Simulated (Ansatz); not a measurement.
**What InH (model cell, started as rocksalt type) distorts into**

Wanted: the energy along a soft mode of InH (model cell, started as rocksalt type) and the structure at the end.

Method: DFT PBE, scalar-relativistic, plane waves, PAW, in Ansatz 0.2.0.

The structure was built from a prototype and need not be the compound's stable phase.

## 1. The starting structure

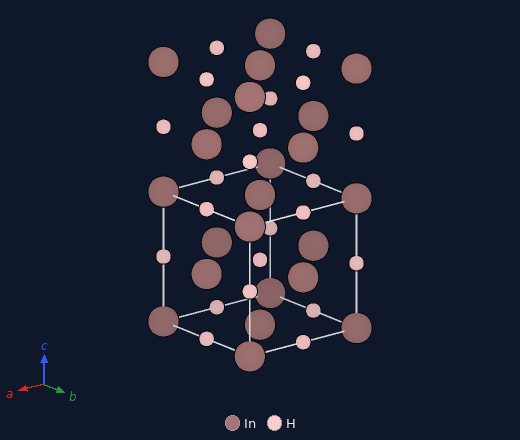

Start, viewed from a free direction; indium brown, hydrogen pink. 1×1×2 cells are drawn. This picture shows the conventional cell, with its axes. Some periodic images of atoms are drawn too.

## 2. Phonons on a q mesh

The cell comes from relaxations at this level that are not shown. Stability and thermal properties need the whole zone. Linear response on a 4×4×4 q mesh gives force constants as far as a supercell of that size would.

Contents of input.yaml:

```yaml
crystal:
  lattice:
    - [0.0, 2.5135637442, 2.5135637442]
    - [2.5135637442, 0.0, 2.5135637442]
    - [2.5135637442, 2.5135637442, 0.0]
  atoms:
    - { symbol: In, position: [0.0, 0.0, 0.0] }
    - { symbol: H, position: [0.5, 0.5, 0.5] }
kpoints:
  mp_grid: { grid: [16, 16, 16] }
hamiltonian:
  xc: pbe
scf:
  occupations: { method: methfessel_paxton, width: 0.2 }
output:
  eigenvalues: true
phonons:
  method: dfpt
  qmesh: [4, 4, 4]
  temperatures: { t_max: 1000, t_step: 50 }
  qpath:
    path:
      - [[0.0, 0.0, 0.0], [0.5, 0.0, 0.5], [0.625, 0.25, 0.625]]
      - [[0.375, 0.375, 0.75], [0.0, 0.0, 0.0], [0.5, 0.5, 0.5], [0.5, 0.25, 0.75], [0.5, 0.0, 0.5]]
    npoints: 10
```

Started as:

```sh
> ansatz run input.yaml --threads 4 --pin off --max-ram 7168MiB --backend cpu --events-out ev --progress --plain --runs-dir out
```

Numbers of over 12 decimals in the logs are rounded to 6 here.

Log:

```text
Engine: ansatz 0.2.0, aarch64-unknown-linux-gnu
Pseudopotentials: kind: paw
Pseudopotential: In, paw, valence charge 13, recommended cutoff 420 eV (normal), In.paw.azcp
Pseudopotential: H, paw, valence charge 1, recommended cutoff 420 eV (normal), H.paw.azcp
Functional definition: PBE
  parameter kappa = 0.804
  parameter beta = 0.066725
  exchange = pbe_x(kappa = kappa, mu = beta*pi^2/3)
  correlation = pbe_c(beta = beta)
Crystal: 2 atoms, lattice volume = 31.761 Å³
Basis set: ecut = 420 eV, 609 PW (Γ), exchange–correlation on 48×48×48 points (8 copies of the dense FFT grid, shifted against one another)
Bands: 11, of which v1, the nominal top of the filled ones, is band 7 counted from 1 (6 counted from 0)
Symmetry: 48 space group operations
k-points: 145 of 4096
Non-local potential: In, projectors of the file, l = 0: 2, l = 1: 2, l = 2: 2, l = 3: 2
Non-local potential: H, projectors of the file, l = 0: 2, l = 1: 1
PAW form: soft (Blöchl's): semilocal exchange-correlation on the pseudo side does not see the compensation charge
PAW one-centre angular grid: In, 590 points (default); XC on 64 Gauss nodes
PAW one-centre angular grid: H, 110 points (default); XC on 64 Gauss nodes
Initial density: superposition of atomic densities (neutral atoms: chi_scale 0, normalization atom), corrected by the library's trained network
Initial wavefunctions: pseudopotential atomic-orbital guess
Functional: x = pbe(κ = 0.804, μ = 0.219515), c = pbe(β = 0.066725)
SCF iter   1: F=—  HF=-5612.741577 eV  |F-HF|=—  |Δ(HF+E_count)|=         —  Δρ=4.22e-3  dr2=6.12e-3  ethr=1.77e-3  ⟨swp⟩=4.8  Hψ=8473  notcnv=0
preconditioner: auto → none  [metal: Δε(μ)=0.133 eV  Ē_g=17.224 eV  σ=0.200 eV  W_gap=0.50  n_scr=8 (ndim 8)  ℏωp=24.7 eV  f_vac=0.000  D(μ)=0.58/eV (n_scr^D=0)  sad-step TF]
SCF iter   2: F=—  HF=-5612.739640 eV  |F-HF|=—  |Δ(HF+E_count)|=   1.94e-3  S|Δr|=    0.00e0  Δρ=2.07e-3  dr2=1.71e-3  ethr=4.37e-5  ⟨swp⟩=1.3  Hψ=2801  notcnv=0
SCF iter   3: F=—  HF=-5612.739222 eV  |F-HF|=—  |Δ(HF+E_count)|=   4.19e-4  S|Δr|=    0.00e0  Δρ=4.83e-4  dr2=4.20e-5  ethr=1.22e-5  ⟨swp⟩=1.9  Hψ=1738  notcnv=0
SCF iter   4: F=—  HF=-5612.739213 eV  |F-HF|=—  |Δ(HF+E_count)|=   8.41e-6  S|Δr|=    0.00e0  Δρ=1.29e-4  dr2=4.20e-6  ethr=3.00e-7  ⟨swp⟩=2.0  Hψ=2581  notcnv=0
SCF iter   5: F=—  HF=-5612.739211 eV  |F-HF|=—  |Δ(HF+E_count)|=   1.94e-6  S|Δr|=    0.00e0  Δρ=5.92e-5  dr2=6.48e-7  ethr=3.00e-8  ⟨swp⟩=2.0  Hψ=2400  notcnv=0
SCF iter   6: F=—  HF=-5612.739212 eV  |F-HF|=—  |Δ(HF+E_count)|=   1.15e-6  S|Δr|=    0.00e0  Δρ=2.36e-5  dr2=8.85e-8  ethr=4.63e-9  ⟨swp⟩=2.0  Hψ=2589  notcnv=0
SCF iter   7: F=—  HF=-5612.739212 eV  |F-HF|=—  |Δ(HF+E_count)|=   3.51e-8  S|Δr|=    0.00e0  Δρ=2.19e-6  dr2=6.76e-10  ethr=6.32e-10  ⟨swp⟩=2.0  Hψ=2313  notcnv=0
SCF iter   8: F=-5612.739212 eV  HF=-5612.739212 eV  |F-HF|=1.09e-11  |Δ(HF+E_count)|=  3.22e-10  S|Δr|=    0.00e0  Δρ=1.82e-7  dr2=7.46e-12  ethr=1.00e-12  ⟨swp⟩=5.1  Hψ=7579  notcnv=0
SCF 1 converged in 8 iterations: F = -5612.739212 eV  dr2 = 7.46e-12
  greatest PAW one-centre occupation: 0.983 electrons in one spin orbital (limit 2), on the In atom at site 0 (counted from 0), in its partial waves of l = 2
Initial density: read from a saved state, or passed on in memory by an earlier SCF of this step, an earlier step, the calling program or the single point that the run made first
iter 1 solved again at ethr=5.34e-8 eV; its pass at ethr=3.10e-3 eV (dr2=7.47e-6 eV) is discarded
SCF iter   1: F=—  HF=-5612.739211 eV  |F-HF|=—  |Δ(HF+E_count)|=         —  Δρ=6.51e-7  dr2=8.21e-11  ethr=5.34e-8  ⟨swp⟩=3.4  Hψ=13449  notcnv=0
eigensolver tolerance schedule: the retry pair's looser diagonalisation over-reported the residual by 90998.37 of it (diagonalisation noise at an unbounded share of the residual, at the tolerance the schedule requests for it); recorded, not acted on — ethr = c·dr2/N_el stays at c = 1.0e-1
preconditioner: auto → none  [metal: Δε(μ)=0.129 eV  Ē_g=17.220 eV  σ=0.200 eV  W_gap=0.45  n_scr=8 (ndim 8)  ℏωp=24.7 eV  f_vac=0.000  D(μ)=0.55/eV (n_scr^D=0)]
SCF iter   2: F=—  HF=-5612.739212 eV  |F-HF|=—  |Δ(HF+E_count)|=   1.63e-6  S|Δr|=    0.00e0  Δρ=4.58e-7  dr2=4.66e-11  ethr=1.00e-12  ⟨swp⟩=2.9  Hψ=3274  notcnv=0
SCF iter   3: F=-5612.739212 eV  HF=-5612.739212 eV  |F-HF|=4.55e-12  |Δ(HF+E_count)|=  2.27e-11  S|Δr|=    0.00e0  Δρ=1.94e-7  dr2=7.49e-12  ethr=1.00e-12  ⟨swp⟩=2.6  Hψ=5979  notcnv=0
SCF 2 converged in 3 iterations: F = -5612.739212 eV  dr2 = 7.49e-12
phonons: the bands overlap, so this run is a metal and interpolates without the dipole-dipole term. If the crystal is really an insulator or semiconductor, its LO-TO splitting is missing
NSCF: frozen V_eff on 145 k-points
NSCF: frozen V_eff on 349 k-points
DFPT response loops at q = (0, 0, 0) (fractional): preconditioner auto → Kerker (q_TF=auto, 2.380 Å⁻¹) (partly filled bands, converged f_vac=0.000); β = 1.00, the filter's whole step (`scf.mixing.beta` (0.50) is not read by the response loops under this deck's `scf.mixing.preconditioner`; to damp them name `kerker` or `kerker_dos`, under which they read `scf.mixing.beta`, and type it under 1.00, their step now; both keys bind the ground state too); Broyden in place of MSR1
NSCF: frozen V_eff on 4352 k-points
DFPT response loops at q = (0, 0, 0.25) (fractional): mixed as the last ones told, above
NSCF: frozen V_eff on 2196 k-points
DFPT response loops at q = (0, 0, -0.5) (fractional): mixed as the last ones told, above
NSCF: frozen V_eff on 2320 k-points
DFPT response loops at q = (0, 0.25, 0.25) (fractional): mixed as the last ones told, above
NSCF: frozen V_eff on 8192 k-points
DFPT response loops at q = (0, 0.25, -0.5) (fractional): mixed as the last ones told, above
NSCF: frozen V_eff on 4352 k-points
DFPT response loops at q = (0, 0.25, -0.25) (fractional): mixed as the last ones told, above
NSCF: frozen V_eff on 1242 k-points
DFPT response loops at q = (0, -0.5, -0.5) (fractional): mixed as the last ones told, above
NSCF: frozen V_eff on 2320 k-points
DFPT response loops at q = (0.25, -0.5, -0.25) (fractional): mixed as the last ones told, above
SCF converged after 8 iterations
Stability not checked: this state was not tested for a lower state beside it, because cold or Methfessel-Paxton smearing, or corrected tetrahedra, fill the levels in a way that the test cannot read (fill_not_monotonic; see scf.lower_state_search)
Free energy (F): -5612.739212 eV
Harris-Foulkes:  -5612.739212 eV  (|F-HF|=1.09e-11)
Internal energy: -5612.739613 eV  (E = F + TS)
E sigma→0 (E₀):  -5612.739313 eV
Entropy (-TS):   0.000400 eV (0.200 meV/atom)
Fermi energy:    8.425750 eV
--- Per-component energies (eV) ---
  E_band       = -42.429776
  E_kinetic    = 252.661976
  E_local      = -1145.950645  (includes V_loc(G=0)·N_el)
  E_nonlocal   = 367.495247
  E_hartree    = 446.169045
  E_xc         = -224.433510
  E_vxc        = -110.792293  (∫ρ·V_xc dr)
  E_paw        = -4151.812154  (= ΣΔE_a)
  E_vpaw       = -298.181295  (= ΣTr[D̂ρ^β])
  E_aug_tail   = -0.000963  (compensation charges beyond the density's cutoff)
  E_ewald      = -1156.868610
  E_smearing   = 0.000400  (= −TS)
  E_closure    = 0.000000  (closes the sum)
  Σ components = -5612.739212   (vs F -5612.739212, Δ=0.00e0)
--- Band table (eV; the first three rows and the last of 145) ---
  k-point 0: bands = [... 3 lower, -5.9665, -5.9665, -1.3095, 11.9199, 16.5562, 16.5562, 16.5562, 19.3733]
  k-point 1: bands = [... 3 lower, -5.9672, -5.9672, -1.2374, 11.6814, 16.1758, 16.4676, 16.4676, 19.0113]
  k-point 2: bands = [... 3 lower, -5.9673, -5.9673, -1.0206, 10.9872, 15.3284, 16.2498, 16.2498, 19.0343]
  k-point 144: bands = [... 3 lower, -5.9386, -5.8521, 4.9695, 6.0450, 8.0498, 8.0498, 15.9025, 20.8218]
--- Phonons (Γ-DFPT): 2 representative perturbations + reference (Σ response iterations 6) ---
  ASR residual: 4.168e-5 → 0.000e0 eV/Å²; symmetrization residual: 4.487e-7 eV/Å²
  ASR residual per site (eV/Å²): 4.17e-5 1.01e-5
  Γ frequencies (cm⁻¹): -298.63 -298.63 -298.63 0.00 0.00 0.00
--- Phonons (arbitrary-q DFPT): 8 irreducible q on the 4×4×4 mesh ---
  q = [0.0000, 0.0000, 0.0000] (star 1, of the zone-centre solve; hermiticity 2.74e-6, symmetrization 5.73e-11): -298.63 -298.63 -298.63 -0.00 -0.00 0.00
  q = [0.0000, 0.0000, 0.2500] (star 8, 2 solved perturbations on 2176 of 4096 k-point pairs; hermiticity 8.82e-7, symmetrization 6.50e-8): -459.86 -290.22 -290.22 19.04 19.04 67.53
  q = [0.0000, 0.0000, -0.5000] (star 4, 2 solved perturbations on 1098 of 4096 k-point pairs; hermiticity 6.26e-9, symmetrization 4.05e-9): -903.94 -232.64 -232.64 -20.28 -20.28 105.74
  q = [0.0000, 0.2500, 0.2500] (star 6, 4 solved perturbations in 3616 linear systems a pass and spin channel, the states on 1160 of 4096 k-point pairs; hermiticity 4.19e-7, symmetrization 2.87e-8): -502.49 -502.49 -324.78 36.38 36.38 75.15
  q = [0.0000, 0.2500, -0.5000] (star 24, 4 solved perturbations in 12544 linear systems a pass and spin channel, the states on 4096 of 4096 k-point pairs; hermiticity 3.06e-7, symmetrization 4.94e-8): -704.43 -430.63 -316.38 38.67 57.51 90.12
  q = [0.0000, 0.2500, -0.2500] (star 12, 4 solved perturbations in 6672 linear systems a pass and spin channel, the states on 2176 of 4096 k-point pairs; hermiticity 2.24e-7, symmetrization 4.79e-8): -550.07 -538.44 -253.20 29.80 59.81 87.60
  q = [0.0000, -0.5000, -0.5000] (star 3, 4 solved perturbations in 1940 linear systems a pass and spin channel, the states on 621 of 4096 k-point pairs; hermiticity 1.56e-7, symmetrization 1.60e-8): -928.84 -536.73 -536.73 58.72 58.72 90.12
  q = [0.2500, -0.5000, -0.2500] (star 6, 4 solved perturbations in 3498 linear systems a pass and spin channel, the states on 1160 of 4096 k-point pairs; hermiticity 1.12e-7, symmetrization 1.52e-8): -700.30 -700.30 -507.86 55.38 79.08 79.08
  sum rule: each row above includes the acoustic sum rule's correction from the zone centre's row sums; it moved no ω² by more than (1.65 cm⁻¹)²
  mesh force constants: q→R imaginary residual 1.05e-18; ASR residual 4.168e-5 → 0.000e0 eV/Å²; symmetrization residual 8.882e-16 eV/Å²
  interpolated dispersion: 62 rows × 6 modes
  density of states and harmonic sums: on the 24×24×24 q-mesh, interpolated from the force constants of a 4×4×4 supercell (no non-analytic term)
  largest difference from the sums on the solved wave vectors: F 4.05e-2 eV, S 5.14e-5 and C_V 1.09e-5 eV/K
  zero-point energy: 0.010478 eV/cell   skipped modes (ω ≤ 0): 1275, of them read as no rigid motion or as one in doubt: 1272 (3.046e0 modes/cell left out, lowest -928.84 cm⁻¹)   left out of the sums: 5.08e-1 of the cell's modes: C_V's classical limit lies that fraction below 3 k_B per atom; for a crystal, a wire or a layer, F and S can be off by more, and a phonons.interpolated_qmesh denser along its periods is the remedy for the sampling
```

It took 3.2 min on 4 threads of Arm Neoverse V2, shared host; peak memory 3.4 GiB; 12 min of CPU time.

In the SCF lines HF is the Harris–Foulkes energy and dr2 the Hartree energy of the density residual, in eV; the loop may stop once dr2 is under the threshold and the program's other checks hold. Hψ counts applications of the Hamiltonian.

Numbers from this step:

| Quantity | Value |
| --- | --- |
| volume per atom | 15.88 Å³ |
| gap on the k-mesh | 0 eV |
| sum-rule residual before enforcement | 4.17e-5 eV/Å² |
| lowest frequency on the path | -928.8 cm⁻¹ |
| point group | m-3m |
| highest frequency on the path or at a solved wavevector | 105.7 cm⁻¹ |
| highest optical mode at the zone centre (no LO-TO term) | -298.6 cm⁻¹ |
| lowest optical zone-centre mode | -298.6 cm⁻¹ |
| lowest mode on the q mesh (acoustic modes at Γ apart) | -928.8 cm⁻¹ |

Frequencies (cm⁻¹) solved at each irreducible wavevector; negative means imaginary. Frequencies by wavevector, by row:

```csv
q in reciprocal lattice units,star,mode 1,mode 2,mode 3,mode 4,mode 5,mode 6
0 0 0,1,-298.6,-298.6,-298.6,0,0,0
0 0 0.25,8,-459.9,-290.2,-290.2,19,19,67.5
0 0 -0.5,4,-903.9,-232.6,-232.6,-20.3,-20.3,105.7
0 0.25 0.25,6,-502.5,-502.5,-324.8,36.4,36.4,75.2
0 0.25 -0.5,24,-704.4,-430.6,-316.4,38.7,57.5,90.1
0 0.25 -0.25,12,-550.1,-538.4,-253.2,29.8,59.8,87.6
0 -0.5 -0.5,3,-928.8,-536.7,-536.7,58.7,58.7,90.1
0.25 -0.5 -0.25,6,-700.3,-700.3,-507.9,55.4,79.1,79.1
```

Interpolated from a 4×4×4 q mesh. Phonon branches along the path, in cm⁻¹:

```csv
point,branch 1,branch 2,branch 3,branch 4,branch 5,branch 6
Γ,-299,-299,-299,0,0,0
X,-929,-537,-537,59,59,90
U,-761,-570,-396,47,73,86
jump to K,-761,-570,-396,47,73,86
Γ,-299,-299,-299,0,0,0
L,-904,-233,-233,-20,-20,106
W,-700,-700,-508,55,79,79
X,-929,-537,-537,59,59,90
```

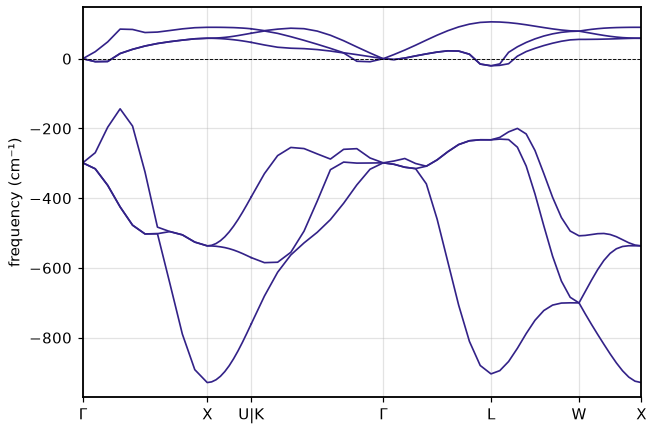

Phonon branches along the path.

Symmetry leaves 8 wavevectors to solve. The lowest mode among them, the acoustic zeros apart, lies at q = (0, -0.5, -0.5) and is imaginary, 928.8i cm⁻¹, so the energy falls along it.

## 3. The mode frozen in, largest atomic shift 0 Å

The mode followed lies at q = (0, 0, -0.5) with frequency 903.9i cm⁻¹, one of the unstable modes though not the softest. At small amplitude the distorted cell has space group no. 166 by a symmetry search on the positions. The undistorted cell that holds it gives the zero of energy on the same k mesh.

System of this step: InH (model cell, started as rocksalt type). It takes space group Fm-3m (No. 225, cubic). The conventional cell has a = 5.027 Å, b = 5.027 Å, c = 5.027 Å, α = 90.00°, β = 90.00°, γ = 90.00°. Nearest to In lie 6 H at 2.51 Å. Nearest to H lie 6 In at 2.51 Å. Farther neighbours are not listed.

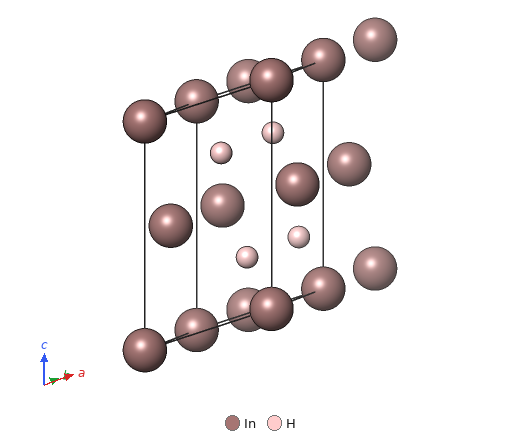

The cell of this step (indium brown, hydrogen pink). 1×2×1 cells are drawn. Some periodic images of atoms are drawn too.

Contents of input.yaml:

```yaml
crystal:
  lattice:
    - [0.0, 2.5135637442, 2.5135637442]
    - [-2.5135637442, 2.5135637442, 0.0]
    - [-2.5135637442, -2.5135637442, 5.0271274884]
  atoms:
    - { symbol: In, position: [0.0, 0.5, 0.5] }
    - { symbol: In, position: [0.0, 0.0, 0.0] }
    - { symbol: H, position: [0.5, 0.25, 0.75] }
    - { symbol: H, position: [0.5, 0.75, 0.25] }
kpoints:
  mp_grid: { grid: [15, 15, 15] }
hamiltonian:
  xc: pbe
scf:
  occupations: { method: methfessel_paxton, width: 0.2 }
output:
  forces: true
  stress: true
  eigenvalues: true
```

Log:

```text
[...]
Crystal: 4 atoms, lattice volume = 63.523 Å³
Basis set: ecut = 420 eV, 1219 PW (Γ), exchange–correlation on 48×48×90 points (8 copies of the dense FFT grid, shifted against one another)
Bands: 18, of which v1, the nominal top of the filled ones, is band 14 counted from 1 (13 counted from 0)
Symmetry: 24 space group operations
[...]
k-points: 344 of 3375
[...]
--- Band table (eV; the first three rows and the last of 344) ---
  k-point 0: bands = [... 10 lower, -1.3105, 2.8677, 3.8576, 11.9146, 12.8435, 15.2984, 15.2984, 16.5560]
  k-point 1: bands = [... 10 lower, -1.2900, 2.5965, 4.1627, 11.8466, 12.8611, 15.3059, 15.3059, 16.4432]
  k-point 2: bands = [... 10 lower, -1.2285, 2.1219, 4.7390, 11.6439, 12.9143, 15.3288, 15.3288, 16.1269]
  k-point 343: bands = [... 10 lower, 4.0711, 4.1176, 5.2165, 5.3456, 8.2157, 8.5737, 10.7577, 11.3930]
[key lines of the parts left out:]
SCF converged after 6 iterations
Free energy (F): -11225.479678 eV
Fermi energy:    8.421465 eV
P = ⅓ Tr σ = -0.0029 GPa (-0.029 kbar)
```

The job ended after 3.5 s (4 threads; peak memory 0.57 GiB; 13 s of CPU time).

This step gave:

```
pressure                         : -0.002932 GPa
energy from the undistorted cell : 0 meV/atom
```

The run ends at a pressure of 0.00 GPa.

## 4. The mode frozen in, largest atomic shift 0.6 Å

The atoms are moved along the unstable eigenvector, the largest shift by 0.6 Å, with the cell fixed.

input.yaml, the sections that differ from step 3:

```yaml
crystal:
  lattice:
    - [0.0, 2.5135637442, 2.5135637442]
    - [-2.5135637442, 2.5135637442, 0.0]
    - [-2.5135637442, -2.5135637442, 5.0271274884]
  atoms:
    - { symbol: In, position: [0.0, 0.5, 0.5] }
    - { symbol: In, position: [0.0, 0.0, 0.0] }
    - { symbol: H, position: [0.5689081712, 0.2155459144, 0.6466377432] }
    - { symbol: H, position: [0.4310918288, 0.7844540856, 0.3533622568] }
# kpoints, hamiltonian, scf, output: as in step 3
```

Log:

```text
[...]
Crystal: 4 atoms, lattice volume = 63.523 Å³
Basis set: ecut = 420 eV, 1219 PW (Γ), exchange–correlation on 48×48×90 points (8 copies of the dense FFT grid, shifted against one another)
Bands: 18, of which v1, the nominal top of the filled ones, is band 14 counted from 1 (13 counted from 0)
Symmetry: 12 space group operations
[...]
k-points: 344 of 3375
[...]
--- Band table (eV; the first three rows and the last of 344) ---
  k-point 0: bands = [... 10 lower, -1.5279, 3.2541, 3.4551, 11.1151, 13.9057, 15.1866, 15.1866, 16.6076]
  k-point 1: bands = [... 10 lower, -1.5113, 2.7950, 3.9425, 11.1069, 13.8925, 15.1945, 15.1945, 16.5783]
  k-point 2: bands = [... 10 lower, -1.4621, 2.2839, 4.5369, 11.0797, 13.8561, 15.2184, 15.2184, 16.4492]
  k-point 343: bands = [... 10 lower, 3.7734, 3.8833, 4.9303, 5.5874, 7.9545, 8.9751, 10.4248, 12.0140]
[key lines of the parts left out:]
SCF converged after 6 iterations
Free energy (F): -11225.755427 eV
Fermi energy:    8.432547 eV
P = ⅓ Tr σ = 0.2890 GPa (2.890 kbar)
```

Elapsed: 3.6 s, on 4 threads; peak memory 0.57 GiB; 14 s of CPU time.

This step gave:

```
pressure                         : 0.2890 GPa
energy from the undistorted cell : -68.76 meV/atom
```

The energy, extrapolated to zero smearing, is -68.76 meV/atom against the undistorted cell.

The run ends at a pressure of 0.29 GPa, with forces up to 0.0095 eV/Å.

## 5. Energy along the mode, all amplitudes (two of the runs are shown above)

An imaginary frequency means negative curvature, so the energy should fall and then rise again as anharmonic terms take over.

Numbers from this step:

```yaml
depth_at_the_lowest_point_sampled: 68.76 meV/atom
largest_atomic_shift_at_that_point: 0.6 Å
```

The energy from the parent by largest atomic shift:

```csv
largest atomic shift (Å),energy from the parent (meV/atom)
0.000,0
0.040,-1.12
0.080,-4.36
0.140,-11.9
0.220,-24.9
0.320,-41.9
0.450,-60.3
0.600,-68.8
```

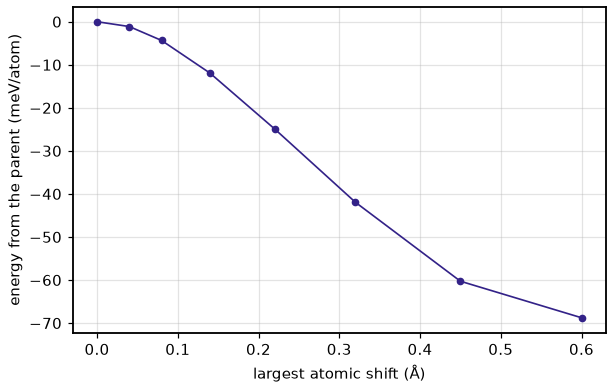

Energy from the parent against largest atomic shift.

Displacement at unit largest shift by atom:

```csv
atom,x (Å),y (Å),z (Å),size
In1,0.000,0.000,0.000,0.000
In2,0.000,0.000,0.000,0.000
H3,0.577,0.577,-0.577,0.999
H4,-0.577,-0.577,0.577,0.999
```

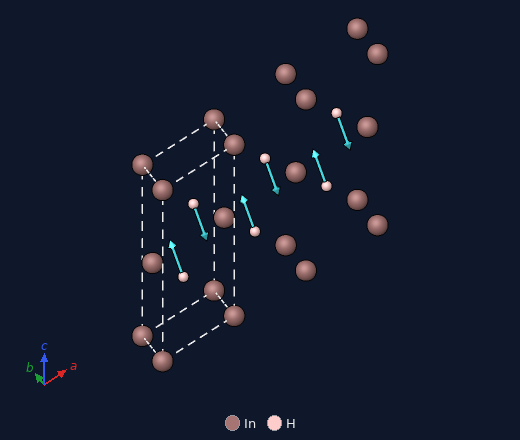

Displacement at unit largest shift as arrows, the longest 0.999 Å. 3×1×1 cells are drawn. Some periodic images of atoms are drawn too.

The lowest of the steps tried is the last one, at 0.6 Å, 68.8 meV/atom below the parent; the bottom of the well need not coincide with a step.

[end of part 1 of 2]

[Logs are printed without paths, hosts, clocks, repeated set-up lines and the standing remarks that a program may print on its own settings, such as how far it seeks lower states.]

[Hosts, paths, dates, database ids (printed as entryN), source tags and the programs' standing remarks are cut or masked in the printed files.]
